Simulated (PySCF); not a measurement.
C3H10FNSi2

The calculation's input:

```
{"job": {"kind": "uv", "xc": "B3LYP", "basis": "def2-SVPD", "nstates": 8, "ntriplets": 3}, "charge": 0, "multiplicity": 1}
C     -0.187682    -0.865974     1.552288
C     -0.079885    -0.521332     0.273620
C      1.162361    -0.834981    -0.500273
Si     2.438569     0.575019    -0.381629
Si    -1.446199     0.379387    -0.656902
N     -2.831410     0.536283     0.341732
F     -1.965250    -0.553735    -1.871322
H      0.596990    -1.401365     2.067091
H     -1.066110    -0.642234     2.132080
H      1.621100    -1.747871    -0.114215
H      0.914498    -1.013506    -1.546967
H      1.880209     1.816809    -0.920171
H      2.797522     0.777742     1.024077
H      3.630585     0.197456    -1.145572
H     -0.972167     1.571295    -1.359578
H     -3.725055     0.676730    -0.100150
H     -2.775075     1.062308     1.195982
```

Launched as:

```sh
OMP_NUM_THREADS=1 python probes_run.py task.json out
```

Geometry: GFN2-xTB.

Level of theory: B3LYP/def2-SVPD, SCF density, gas phase in PySCF.

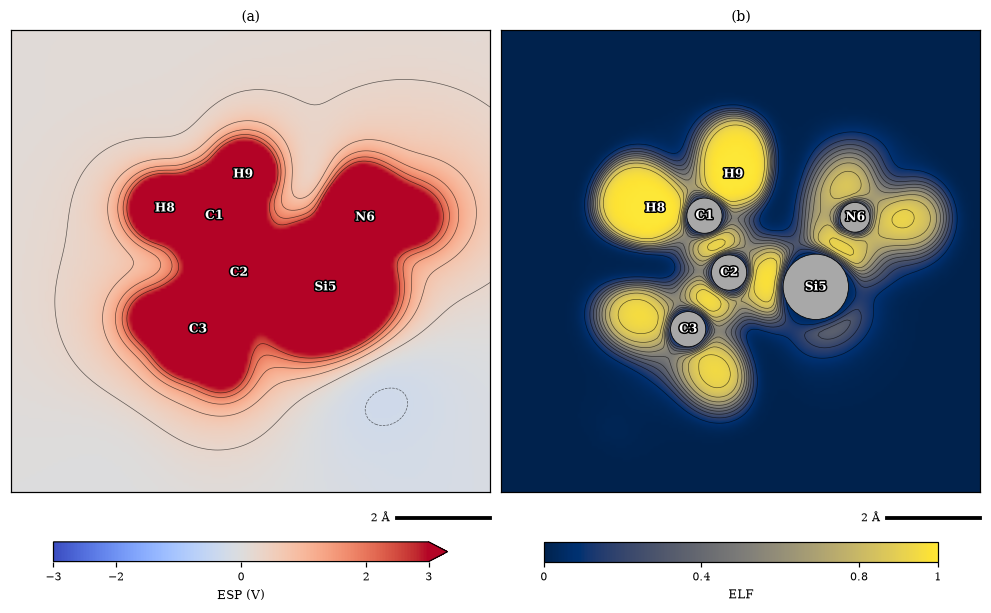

Figure 1. (a) molecular electrostatic potential; (b) ELF on the plane of atoms C3, C2 and Si5. Grey discs cover the atomic cores in the ELF map.

Question: What do the fields say about this system?

Answer:
- Atoms in the plane: C, Si, N and H.
- C–C (1.33 Å): the ELF peaks at about 0.95 between the atoms: a multiple bond.
- Si–N (1.71 Å): the ELF peaks at about 0.90 between the atoms (a shared but strongly polarised pair).
- C–Si (1.88 Å): the ELF peaks at about 1 between the atoms, as expected for a shared electron pair.
- C–C (1.50 Å): the ELF peaks at about 0.95 between the atoms, as expected for a shared electron pair.
- C–H (1.08 Å): the ELF climbs to about 1 towards the hydrogen, as it does in any bond to H: a covalent bond by its length.
- The potential has no marked negative region in this plane.

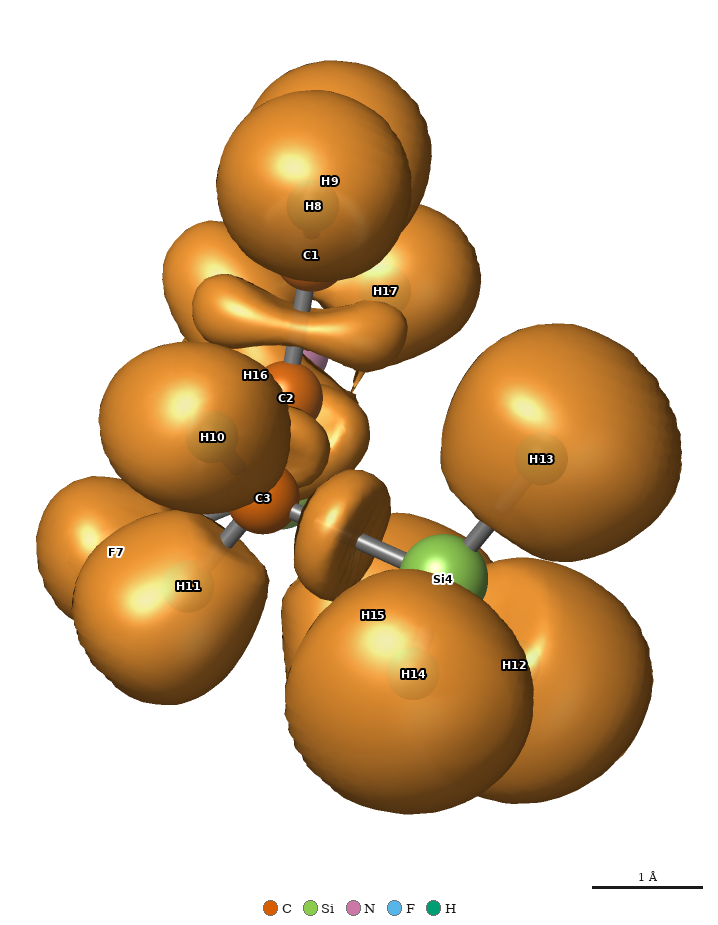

Figure 2. Isosurface of the ELF at 0.8 (orange), seen at an oblique angle. Core shells and regions of very low density are left out.

Question: Describe the localisation domains.

Answer: At this value the surface marks out two regions between bonded C–C atoms (shared pairs), two regions between bonded C–Si atoms (shared pairs), eight regions around hydrogen nuclei, one region wrapped around F (its lone pairs, merged into a ring or cap) and one joined region spread over several atoms (H, N), in which their bonds and any lone pairs are merged.


 Si–F (1.62 Å): the ELF peaks at about 0.85 in the valence shell of F, 0.6 Å from its nucleus, and is about 0.50 at the midpoint.

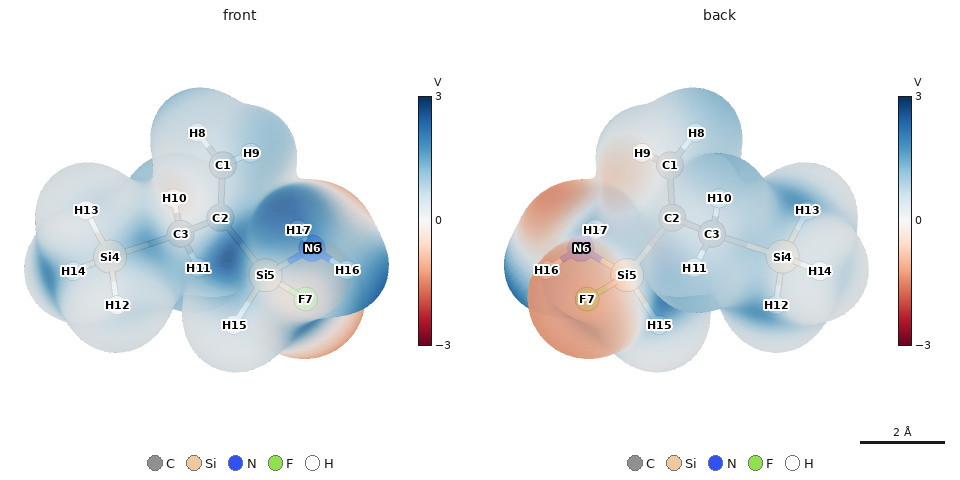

Figure 3. The molecular electrostatic potential painted on the density surface at 0.004 e/bohr³, seen from the front and from behind; red is negative and blue positive.

Question: Describe the electrostatic potential map.

Answer: The most negative region (about −1.3 V) lies over N6 and F7, the most positive (about +2.4 V) over Si5 and H17.

Question: How polar is the molecule by this calculation?

Answer: Its dipole moment is 1.90 D.
